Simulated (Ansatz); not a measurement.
**C6H16BN: basis-set convergence**

How large a basis does C6H16BN need? Two functionals are run in growing sets.

Program: Ansatz 0.2.0, Gaussian basis. Level of theory: one geometry, several basis sets. These are calculated values, not measurements.

The runs, in order: PBE0-D4/def2-SVP; ωB97M-V/def2-SVP; PBE0-D4/def2-QZVPP; ωB97M-V/def2-QZVPP; the functionals' def2-TZVPP values are taken from earlier runs.

## 1. Structure used throughout

The geometry comes from an earlier relaxation with PBE0-D4 in a triple-zeta def2 set; it is a stationary point, not always the lowest conformer.

SMILES `BN(CC)C(C)(C)C`, 24 atoms, charge 0, spin multiplicity 1.

Atoms are counted from 1 here; the program's logs count them from 0.

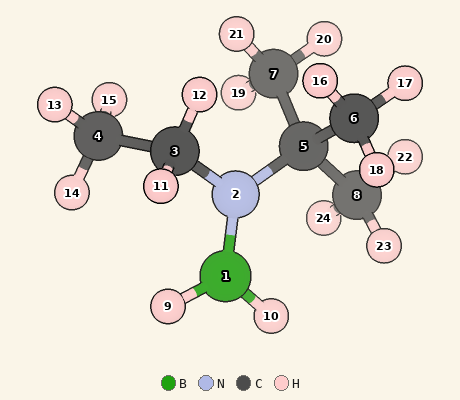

The structure; boron green, nitrogen light blue, carbon dark grey, hydrogen pink; atoms are numbered from 1 in the order of the file.

## 2. PBE0-D4 in def2-SVP

File in.yaml:

```yaml
crystal:
  periodic: [false, false, false]
  atoms:
    - {symbol: B, position_ang: [-1.038417, -1.678295, 0.679910]}
    - {symbol: N, position_ang: [-0.158588, -0.639398, 0.411343]}
    - {symbol: C, position_ang: [0.728089, -0.197193, 1.492485]}
    - {symbol: C, position_ang: [0.028558, 0.659388, 2.532014]}
    - {symbol: C, position_ang: [0.001939, 0.053795, -0.884664]}
    - {symbol: C, position_ang: [1.362718, -0.303895, -1.487152]}
    - {symbol: C, position_ang: [-0.099544, 1.568486, -0.697183]}
    - {symbol: C, position_ang: [-1.078725, -0.369706, -1.868570]}
    - {symbol: H, position_ang: [-1.002865, -2.162277, 1.777136]}
    - {symbol: H, position_ang: [-1.807545, -2.092735, -0.130862]}
    - {symbol: H, position_ang: [1.145215, -1.082157, 1.977539]}
    - {symbol: H, position_ang: [1.575033, 0.348034, 1.072387]}
    - {symbol: H, position_ang: [0.727483, 0.946700, 3.322188]}
    - {symbol: H, position_ang: [-0.792171, 0.102889, 2.988957]}
    - {symbol: H, position_ang: [-0.383152, 1.569721, 2.093138]}
    - {symbol: H, position_ang: [2.192360, 0.005905, -0.848955]}
    - {symbol: H, position_ang: [1.488856, 0.191001, -2.452848]}
    - {symbol: H, position_ang: [1.434721, -1.382670, -1.640556]}
    - {symbol: H, position_ang: [-1.075037, 1.840911, -0.288623]}
    - {symbol: H, position_ang: [0.016788, 2.066037, -1.662310]}
    - {symbol: H, position_ang: [0.673898, 1.958584, -0.033448]}
    - {symbol: H, position_ang: [-0.947083, 0.191166, -2.796256]}
    - {symbol: H, position_ang: [-1.020688, -1.432914, -2.102883]}
    - {symbol: H, position_ang: [-2.076839, -0.161574, -1.479288]}
basis:
  gaussian: {orbitals: def2-SVP}
hamiltonian: {xc: pbe0, dispersion: d4}
output: {orbitals: {seedname: orbitals}}
```

The run is started by

```
ansatz run in.yaml --threads 4 --pin off --events-out ev --progress --plain --max-ram 66560MiB --backend cpu
```

The runs that follow: ωB97M-V in def2-SVP; PBE0-D4 in def2-QZVPP; ωB97M-V in def2-QZVPP.

**Question.** What will the summary of the whole plan be? Wanted: PBE0-D4: double and triple zeta above quadruple; ωB97M-V: double and triple zeta above quadruple.

As calculated:

| quantity | value |
| --- | --- |
| PBE0-D4: double and triple zeta above quadruple | 9.79, 0.50 eV |
| ωB97M-V: double and triple zeta above quadruple | 10.40, 0.48 eV |

What this shows: For PBE0-D4 the step from double to triple zeta gains 9.30 eV and the next only 0.50 eV. Total energies overstate the basis error of differences, where much of it tends to cancel. The LUMO of ωB97M-V is positive and keeps falling with the basis (2.43 to 1.50 eV): an unbound level that the basis holds in place.
